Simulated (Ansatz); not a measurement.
AlSi2H6ClO2: geometry relaxation (part 2 of 2)

The same run, continued: AlSi2H6ClO2; RKS LDA/STO-3G (Ansatz 0.2.0). It belongs to a series of runs on one base structure; here: start relaxed.

Geometry of the input (Å):
```
Al 0.0000  0.0000  0.0000
O  0.0000  0.0000  1.7800
Si -1.3147  -0.4067  2.7436
H  -2.2390  -1.2403  1.9804
H  -0.8506  -1.1432  3.9157
H  -1.9987  0.8095  3.1733
O  1.5415  0.0000  -0.8900
Si 2.3874  -1.3760  -1.3520
H  1.4599  -2.3514  -1.9176
H  3.3882  -1.0195  -2.3535
H  3.0504  -1.9546  -0.1870
Cl -1.9312  0.0000  -1.1150
```

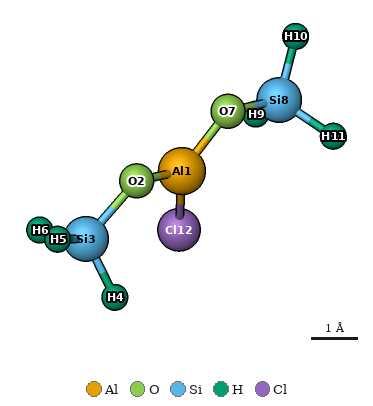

The geometry at step 20 of the log (ball-and-stick view, seen at a tilt; atoms are numbered from 1 in the order of the input).

**Trajectory as extended XYZ, continued**
```
12
Properties=species:S:1:pos:R:3:forces:R:3 step=10 energy=-38449.68871
Al    0.1774   -0.3236    0.2544   -0.0736   0.0329   0.0621
O     0.1135   -0.2707    1.9237   -0.0660   0.0153   0.0238
Si   -1.3969   -0.3257    2.7174    0.0865   0.0682  -0.0773
H    -2.2406   -1.4155    2.2457   -0.0022   0.0042   0.0117
H    -1.1006   -0.5344    4.1247   -0.0112   0.0140  -0.0190
H    -2.1198    0.9335    2.5654    0.0317  -0.0797   0.0075
O     1.6540   -0.0910   -0.4945    0.1445  -0.2503  -0.0923
Si    2.3339   -1.3039   -1.4711   -0.1291   0.0369   0.0869
H     1.3806   -1.9105   -2.4046    0.0896   0.0908   0.1143
H     3.4114   -0.6850   -2.2264   -0.0307  -0.0288   0.0282
H     2.8905   -2.3767   -0.6403   -0.0767   0.1388  -0.1177
Cl   -1.6103   -0.3786   -0.8163    0.0373  -0.0425  -0.0282
12
Properties=species:S:1:pos:R:3:forces:R:3 step=11 energy=-38449.70522
Al    0.2341   -0.3571    0.3204   -0.1694   0.0131   0.1159
O     0.1165   -0.2329    1.9870   -0.1018   0.0226  -0.0531
Si   -1.4218   -0.2989    2.7293    0.0414   0.1101  -0.0691
H    -2.1994   -1.4590    2.3028    0.0426   0.0688   0.0443
H    -1.1654   -0.3971    4.1605   -0.0384   0.0141  -0.1190
H    -2.2003    0.9149    2.4655    0.1186  -0.1878   0.0387
O     1.7380   -0.1477   -0.3816    0.2486  -0.4736  -0.3115
Si    2.3257   -1.2986   -1.5081   -0.2608   0.0238   0.2472
H     1.3172   -1.7538   -2.4853    0.2606   0.1583   0.2954
H     3.4260   -0.6558   -2.2117   -0.0643  -0.0643   0.0248
H     2.8410   -2.4853   -0.7949   -0.1705   0.3577  -0.2219
Cl   -1.5185   -0.5109   -0.8059    0.0935  -0.0428   0.0081
12
Properties=species:S:1:pos:R:3:forces:R:3 step=12 energy=-38449.73553
Al    0.2718   -0.3809    0.3633   -0.1278  -0.0146   0.1045
O     0.1178   -0.2058    2.0242   -0.0572   0.0273  -0.1301
Si   -1.4344   -0.2776    2.7315    0.0201   0.0713  -0.0637
H    -2.1840   -1.4621    2.3269    0.0320   0.0421   0.0217
H    -1.2111   -0.3294    4.1681   -0.0239   0.0170  -0.0606
H    -2.2278    0.9096    2.4133    0.0867  -0.1215   0.0330
O     1.7957   -0.1963   -0.3058    0.1745  -0.4123  -0.2869
Si    2.3153   -1.2867   -1.5238   -0.2622   0.0675   0.2536
H     1.2687   -1.6376   -2.4976    0.2205   0.1087   0.2277
H     3.4234   -0.6421   -2.2113   -0.0455  -0.0448   0.0183
H     2.7952   -2.5308   -0.9004   -0.1091   0.2836  -0.1543
Cl   -1.4375   -0.6425   -0.8104    0.0919  -0.0241   0.0369
12
Properties=species:S:1:pos:R:3:forces:R:3 step=13 energy=-38449.77704
Al    0.2916   -0.4321    0.4045    0.0234  -0.0153  -0.0242
O     0.1111   -0.1357    2.0396   -0.1011   0.0077   0.0458
Si   -1.4443   -0.2408    2.7292    0.0369   0.0178  -0.0365
H    -2.1527   -1.4517    2.3341    0.0001   0.0159   0.0179
H    -1.2484   -0.2582    4.1686   -0.0069   0.0144  -0.0133
H    -2.2585    0.9145    2.3740   -0.0007  -0.0177   0.0080
O     1.8565   -0.3376   -0.1780    0.0405  -0.1587  -0.1667
Si    2.3024   -1.2790   -1.5289   -0.0539   0.0542   0.1163
H     1.2131   -1.5017   -2.4762    0.0616   0.0275   0.0429
H     3.3938   -0.5890   -2.1964   -0.0229  -0.0078   0.0139
H     2.7818   -2.5776   -1.0623   -0.0300   0.0714  -0.0579
Cl   -1.3532   -0.7932   -0.8302    0.0531  -0.0094   0.0539
12
Properties=species:S:1:pos:R:3:forces:R:3 step=14 energy=-38449.79461
Al    0.3377   -0.5350    0.4597    0.0464   0.1305   0.2978
O     0.0938   -0.1307    2.0677    0.0319  -0.0505  -0.1096
Si   -1.4738   -0.1987    2.7277    0.0280  -0.0009   0.0302
H    -2.2044   -1.4057    2.3623    0.0234   0.0059  -0.0042
H    -1.2985   -0.1789    4.1709   -0.0128   0.0132  -0.0355
H    -2.2672    0.9587    2.3367    0.0122  -0.0001  -0.0192
O     1.9077   -0.4638   -0.1073    0.0356  -0.0623  -0.0498
Si    2.3092   -1.2619   -1.5563   -0.0342  -0.0444  -0.0040
H     1.1896   -1.3849   -2.4849    0.0587   0.0284   0.0266
H     3.3824   -0.5126   -2.1867   -0.0049   0.0147   0.0191
H     2.7946   -2.6014   -1.2439   -0.0108   0.0425  -0.0185
Cl   -1.2780   -0.9673   -0.7681   -0.1734  -0.0770  -0.1329
12
Properties=species:S:1:pos:R:3:forces:R:3 step=15 energy=-38449.79925
Al    0.3504   -0.5773    0.4954   -0.0492  -0.0869   0.0999
O     0.0924   -0.1361    2.0914    0.0884  -0.0182  -0.1264
Si   -1.4832   -0.1656    2.7297   -0.0393   0.0261   0.0085
H    -2.2138   -1.3799    2.3905    0.0060   0.0041   0.0144
H    -1.3360   -0.0903    4.1748   -0.0058   0.0088  -0.0538
H    -2.2563    0.9833    2.2735    0.0114  -0.0241   0.0089
O     1.9392   -0.5880   -0.0330   -0.0275  -0.1063  -0.3040
Si    2.3047   -1.2495   -1.5715   -0.0183  -0.0660   0.1348
H     1.1801   -1.2440   -2.5090    0.1190  -0.0086   0.1419
H     3.3830   -0.4504   -2.1355   -0.0265  -0.0437   0.0609
H     2.7762   -2.6295   -1.4009   -0.1058   0.2729  -0.0339
Cl   -1.2435   -1.1550   -0.7274    0.0475   0.0417   0.0487
12
Properties=species:S:1:pos:R:3:forces:R:3 step=16 energy=-38449.80718
Al    0.3507   -0.6463    0.5114   -0.0070   0.0815  -0.0395
O     0.0977   -0.1584    2.0926    0.0565  -0.0513  -0.0497
Si   -1.4803   -0.1624    2.7274   -0.0349   0.0123   0.0087
H    -2.2119   -1.3859    2.4233    0.0029   0.0150   0.0164
H    -1.3368   -0.0441    4.1692   -0.0043   0.0045  -0.0351
H    -2.2494    0.9756    2.2377    0.0182  -0.0334   0.0012
O     1.9316   -0.5946   -0.0411   -0.1324  -0.0633  -0.0870
Si    2.3055   -1.2354   -1.5778    0.0285  -0.0687   0.0967
H     1.1874   -1.2149   -2.5164    0.0628   0.0199   0.0439
H     3.4029   -0.4423   -2.1097   -0.0372  -0.0250   0.0124
H     2.7566   -2.6163   -1.4185   -0.0394   0.1094  -0.0402
Cl   -1.2607   -1.1573   -0.7203    0.0865  -0.0009   0.0721
12
Properties=species:S:1:pos:R:3:forces:R:3 step=17 energy=-38449.81567
Al    0.3419   -0.6482    0.5148    0.0009   0.0073   0.0224
O     0.1096   -0.1857    2.1068    0.0061  -0.0068  -0.0271
Si   -1.4760   -0.1652    2.7275    0.0199   0.0017   0.0004
H    -2.1898   -1.4121    2.4899   -0.0102  -0.0097   0.0110
H    -1.3440    0.0373    4.1595   -0.0041   0.0078  -0.0034
H    -2.2545    0.9309    2.1667   -0.0025  -0.0013  -0.0045
O     1.9133   -0.6040   -0.0494   -0.0269  -0.0151   0.0088
Si    2.3070   -1.2245   -1.5819   -0.0270   0.0261  -0.0099
H     1.2246   -1.1138   -2.5513    0.0063   0.0071  -0.0006
H     3.4530   -0.4695   -2.0572    0.0152  -0.0007  -0.0016
H     2.6841   -2.6261   -1.4665   -0.0041  -0.0127   0.0070
Cl   -1.2760   -1.2014   -0.6811    0.0263  -0.0037  -0.0024
12
Properties=species:S:1:pos:R:3:forces:R:3 step=18 energy=-38449.81761
Al    0.3405   -0.6870    0.5337   -0.0397  -0.0280   0.0199
O     0.1191   -0.2111    2.1237   -0.0552   0.0055   0.0007
Si   -1.4742   -0.1611    2.7286   -0.0601   0.0373   0.0775
H    -2.1674   -1.4399    2.5908    0.0466   0.0950   0.0136
H    -1.3586    0.1633    4.1457   -0.0087  -0.0320  -0.1503
H    -2.2667    0.8770    2.0710    0.0588  -0.0997   0.0568
O     1.9036   -0.6435   -0.0407    0.0971   0.0105  -0.0507
Si    2.3044   -1.2011   -1.5946   -0.0443  -0.0319  -0.1206
H     1.2611   -0.9540   -2.5942    0.1482  -0.0229   0.1451
H     3.5197   -0.4960   -1.9857   -0.1114  -0.0785   0.0318
H     2.5809   -2.6371   -1.5552   -0.0303   0.1455  -0.0089
Cl   -1.2692   -1.2918   -0.6452   -0.0010  -0.0007  -0.0150
12
Properties=species:S:1:pos:R:3:forces:R:3 step=19 energy=-38449.82078
Al    0.3432   -0.6840    0.5316   -0.0199  -0.0046   0.0158
O     0.1164   -0.2035    2.1192   -0.0305  -0.0058  -0.0095
Si   -1.4744   -0.1628    2.7288   -0.0190   0.0168   0.0253
H    -2.1633   -1.4404    2.5890    0.0209   0.0289   0.0080
H    -1.3557    0.1558    4.1428   -0.0028  -0.0078  -0.0538
H    -2.2733    0.8701    2.0787    0.0215  -0.0355   0.0206
O     1.9084   -0.6367   -0.0409    0.0485   0.0196   0.0129
Si    2.3030   -1.2036   -1.5917   -0.0165  -0.0109  -0.0670
H     1.2607   -0.9604   -2.5843    0.0460  -0.0081   0.0464
H     3.5138   -0.5048   -1.9936   -0.0310  -0.0292   0.0167
H     2.5793   -2.6350   -1.5457   -0.0176   0.0423  -0.0074
Cl   -1.2649   -1.2770   -0.6561    0.0004  -0.0057  -0.0081
12
Properties=species:S:1:pos:R:3:forces:R:3 step=20 energy=-38449.82471
Al    0.3547   -0.6847    0.5334    0.0187   0.0071   0.0020
O     0.1132   -0.1880    2.1121   -0.0122   0.0069   0.0131
Si   -1.4748   -0.1651    2.7261    0.0066  -0.0062   0.0042
H    -2.1340   -1.4598    2.6194   -0.0012  -0.0008   0.0034
H    -1.3574    0.1886    4.1296   -0.0024   0.0041   0.0001
H    -2.2975    0.8331    2.0563   -0.0050  -0.0016  -0.0029
O     1.9238   -0.6104   -0.0353   -0.0079   0.0016  -0.0026
Si    2.2933   -1.1925   -1.5896    0.0192  -0.0053  -0.0063
H     1.2766   -0.8779   -2.5844    0.0014   0.0086  -0.0006
H     3.5453   -0.5645   -1.9740    0.0027  -0.0075  -0.0016
H     2.4831   -2.6367   -1.5591   -0.0118   0.0028  -0.0045
Cl   -1.2332   -1.3243   -0.6566   -0.0082  -0.0098  -0.0042
12
Properties=species:S:1:pos:R:3:forces:R:3 step=21 energy=-38449.82546
Al    0.3728   -0.6870    0.5393    0.0343   0.0120  -0.0180
O     0.1103   -0.1580    2.1037   -0.0082   0.0078   0.0128
Si   -1.4745   -0.1700    2.7245   -0.0887  -0.0065  -0.0085
H    -2.0775   -1.4996    2.6908    0.0416   0.0731   0.0121
H    -1.3674    0.2675    4.1076   -0.0095  -0.0200  -0.0588
H    -2.3475    0.7521    2.0025    0.0572  -0.0549   0.0482
O     1.9438   -0.5701   -0.0315   -0.0783  -0.0387  -0.0325
Si    2.2820   -1.1708   -1.5904    0.0820  -0.1013  -0.1780
H     1.3280   -0.7016   -2.6006    0.1622  -0.0734   0.1471
H     3.6183   -0.6831   -1.9309   -0.2289  -0.1000   0.0550
H     2.2919   -2.6400   -1.5989   -0.0021   0.2925  -0.0092
Cl   -1.1869   -1.4216   -0.6383    0.0384   0.0094   0.0298
12
Properties=species:S:1:pos:R:3:forces:R:3 step=22 energy=-38449.83003
Al    0.3687   -0.6803    0.5376    0.0243   0.0010   0.0102
O     0.1093   -0.1552    2.1041    0.0033   0.0077   0.0005
Si   -1.4757   -0.1704    2.7245   -0.0180  -0.0047   0.0026
H    -2.0744   -1.4990    2.6913    0.0060   0.0198  -0.0045
H    -1.3689    0.2614    4.1069   -0.0023   0.0017  -0.0037
H    -2.3463    0.7543    2.0090    0.0060  -0.0210   0.0064
O     1.9389   -0.5802   -0.0327   -0.0386  -0.0077  -0.0229
Si    2.2833   -1.1734   -1.5914    0.0466  -0.0518  -0.0519
H     1.3326   -0.7194   -2.6008    0.0430  -0.0046   0.0373
H     3.6097   -0.6802   -1.9306   -0.0663  -0.0220   0.0193
H     2.3102   -2.6333   -1.6021   -0.0129   0.0817   0.0001
Cl   -1.1940   -1.4064   -0.6380    0.0089  -0.0001   0.0065
12
Properties=species:S:1:pos:R:3:forces:R:3 step=23 energy=-38449.83260
Al    0.3721   -0.6771    0.5428   -0.0087  -0.0064  -0.0090
O     0.1096   -0.1311    2.1018   -0.0048   0.0056   0.0106
Si   -1.4749   -0.1709    2.7244   -0.0001  -0.0012  -0.0027
H    -2.0471   -1.5105    2.7062    0.0028  -0.0011   0.0021
H    -1.3766    0.2799    4.1012   -0.0003   0.0023   0.0000
H    -2.3648    0.7248    1.9979   -0.0019  -0.0020  -0.0006
O     1.9352   -0.5683   -0.0406    0.0094  -0.0001  -0.0054
Si    2.2806   -1.1692   -1.5954   -0.0028   0.0048  -0.0015
H     1.3694   -0.6629   -2.6131    0.0050   0.0042  -0.0008
H     3.6288   -0.7292   -1.9076    0.0023  -0.0047   0.0021
H     2.2436   -2.6253   -1.6210   -0.0072  -0.0003  -0.0010
Cl   -1.1826   -1.4425   -0.6186    0.0063  -0.0011   0.0061
12
Properties=species:S:1:pos:R:3:forces:R:3 step=24 energy=-38449.83016 accepted=F
Al    0.3819   -0.6615    0.5491   -0.0780  -0.0551  -0.0343
O     0.1045   -0.0723    2.0912   -0.0331  -0.0097  -0.0233
Si   -1.4765   -0.1749    2.7210   -0.0064  -0.0153   0.0177
H    -1.9714   -1.5480    2.7623    0.0163   0.0833  -0.0183
H    -1.3948    0.3335    4.0796   -0.0087  -0.0042  -0.0169
H    -2.4167    0.6487    1.9677    0.0320  -0.0561   0.0219
O     1.9368   -0.5341   -0.0517    0.0251   0.0207   0.0119
Si    2.2702   -1.1505   -1.6028    0.1029  -0.1340  -0.1968
H     1.4594   -0.5056   -2.6411    0.1504  -0.0989   0.1570
H     3.6865   -0.8720   -1.8491   -0.2909  -0.0413   0.0287
H     2.0562   -2.6014   -1.6724    0.0345   0.2674   0.0034
Cl   -1.1429   -1.5442   -0.5758    0.0558   0.0432   0.0488
12
Properties=species:S:1:pos:R:3:forces:R:3 step=25 energy=-38449.83433
Al    0.3787   -0.6759    0.5488   -0.0127   0.0145   0.0016
O     0.1082   -0.1014    2.0973   -0.0072  -0.0099  -0.0044
Si   -1.4743   -0.1724    2.7243   -0.0165  -0.0051  -0.0275
H    -2.0092   -1.5281    2.7334    0.0149   0.0122   0.0138
H    -1.3870    0.3117    4.0909   -0.0024  -0.0030  -0.0099
H    -2.3922    0.6793    1.9780    0.0165  -0.0047   0.0157
O     1.9379   -0.5544   -0.0440    0.0033  -0.0026   0.0093
Si    2.2758   -1.1620   -1.5978    0.0105  -0.0079  -0.0658
H     1.4169   -0.5838   -2.6256    0.0216  -0.0228   0.0404
H     3.6538   -0.7957   -1.8830   -0.0405  -0.0257   0.0209
H     2.1511   -2.6150   -1.6480    0.0033   0.0584   0.0012
Cl   -1.1663   -1.4846   -0.5962    0.0092  -0.0033   0.0046
12
Properties=species:S:1:pos:R:3:forces:R:3 step=26 energy=-38449.83434
Al    0.3815   -0.6646    0.5488   -0.0298  -0.0307  -0.0110
O     0.1064   -0.0749    2.0910   -0.0283  -0.0090  -0.0137
Si   -1.4742   -0.1751    2.7214   -0.0135   0.0041   0.0084
H    -1.9684   -1.5466    2.7688    0.0157   0.0427  -0.0046
H    -1.3969    0.3435    4.0766   -0.0037  -0.0081  -0.0241
H    -2.4171    0.6365    1.9600    0.0282  -0.0317   0.0195
O     1.9385   -0.5448   -0.0485    0.0153   0.0241   0.0246
Si    2.2718   -1.1526   -1.6028    0.0120  -0.0598  -0.0897
H     1.4613   -0.5054   -2.6332    0.0865  -0.0541   0.0755
H     3.6797   -0.8681   -1.8492   -0.1284  -0.0253   0.0031
H     2.0581   -2.5973   -1.6780    0.0252   0.1281  -0.0070
Cl   -1.1474   -1.5327   -0.5770    0.0209   0.0196   0.0191
12
Properties=species:S:1:pos:R:3:forces:R:3 step=27 energy=-38449.83548
Al    0.3807   -0.6711    0.5504   -0.0263  -0.0045  -0.0096
O     0.1060   -0.0803    2.0920   -0.0145  -0.0106  -0.0050
Si   -1.4743   -0.1745    2.7227    0.0007   0.0028  -0.0029
H    -1.9739   -1.5428    2.7669    0.0068   0.0128   0.0022
H    -1.3959    0.3421    4.0779   -0.0020  -0.0016  -0.0090
H    -2.4132    0.6395    1.9613    0.0094  -0.0101   0.0080
O     1.9379   -0.5491   -0.0461    0.0196   0.0114   0.0123
Si    2.2723   -1.1548   -1.6013    0.0111  -0.0225  -0.0486
H     1.4579   -0.5198   -2.6316    0.0248  -0.0209   0.0341
H     3.6719   -0.8547   -1.8570   -0.0465  -0.0125   0.0102
H     2.0779   -2.5987   -1.6759    0.0042   0.0501  -0.0018
Cl   -1.1541   -1.5182   -0.5815    0.0127   0.0057   0.0100
12
Properties=species:S:1:pos:R:3:forces:R:3 step=28 energy=-38449.83591
Al    0.3819   -0.6713    0.5486    0.0005   0.0006   0.0013
O     0.1048   -0.0842    2.0906   -0.0011  -0.0004  -0.0016
Si   -1.4741   -0.1759    2.7228    0.0008  -0.0006   0.0008
H    -1.9672   -1.5454    2.7831    0.0008   0.0004   0.0014
H    -1.3973    0.3560    4.0718   -0.0004   0.0012  -0.0007
H    -2.4171    0.6249    1.9537    0.0001  -0.0017  -0.0009
O     1.9418   -0.5479   -0.0431    0.0002  -0.0006  -0.0004
Si    2.2711   -1.1530   -1.6007    0.0011   0.0011  -0.0004
H     1.4649   -0.5067   -2.6276    0.0011   0.0008   0.0013
H     3.6722   -0.8672   -1.8537   -0.0011  -0.0017   0.0004
H     2.0619   -2.5924   -1.6821   -0.0018   0.0012  -0.0004
Cl   -1.1497   -1.5191   -0.5854   -0.0001  -0.0004  -0.0007
12
Properties=species:S:1:pos:R:3:forces:R:3 step=29 energy=-38449.83607
Al    0.3838   -0.6731    0.5496    0.0039   0.0071   0.0002
O     0.1037   -0.0813    2.0890    0.0049  -0.0004   0.0019
Si   -1.4739   -0.1772    2.7231   -0.0072  -0.0023  -0.0014
H    -1.9552   -1.5501    2.8014    0.0025   0.0033   0.0025
H    -1.4009    0.3732    4.0650   -0.0011  -0.0007  -0.0033
H    -2.4243    0.6049    1.9436    0.0015  -0.0015   0.0023
O     1.9443   -0.5469   -0.0412   -0.0058  -0.0080  -0.0077
Si    2.2694   -1.1505   -1.6008    0.0068   0.0049   0.0002
H     1.4796   -0.4829   -2.6268   -0.0024  -0.0011   0.0027
H     3.6760   -0.8874   -1.8475   -0.0001  -0.0018   0.0030
H     2.0355   -2.5855   -1.6928   -0.0019   0.0023   0.0003
Cl   -1.1449   -1.5255   -0.5847   -0.0012  -0.0018  -0.0005
```

**Summary**

```csv
quantity,value
outcome,converged
total energy,−38449.8361 eV
mean-field energy,−38449.8361 eV
largest force (length of the vector) at the end,0.013 eV/Å
wall time,80 s
peak memory,0.15 GiB
```
